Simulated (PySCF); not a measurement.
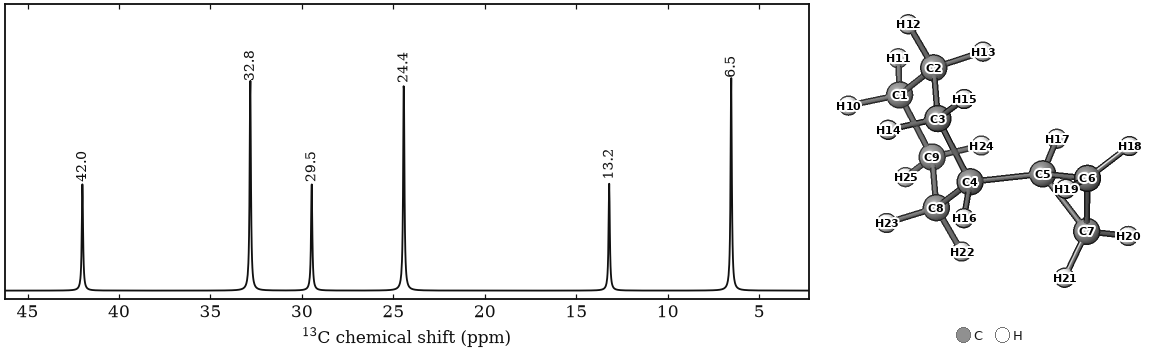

Spectrum and numbered structure of C₉H₁₆, SMILES C1CCC(C2CC2)CC1. GIAO shifts, B97-2/pcSseg-1, PySCF 2.14.0, at a PBE0-D3(BJ)/def2-SVP geometry (no frequency check), against TMS for ¹³C computed at the same level. Gas phase, fully decoupled, line heights follow the number of nuclei, widths are arbitrary (no quadrupolar broadening); values of one conformer, averaged over methyl-type rotors and exact or near symmetry; other conformers aren't averaged in.

Question: Assign the ¹³C signals to the numbered atoms.

Answer:
| δ (ppm) | nuclei | atoms |
| --- | --- | --- |
| 42.0 | 1 | C4 |
| 32.8 | 2 | C3, C8 |
| 29.5 | 1 | C1 |
| 24.4 | 2 | C2, C9 |
| 13.2 | 1 | C5 |
| 6.5 | 2 | C6, C7 |
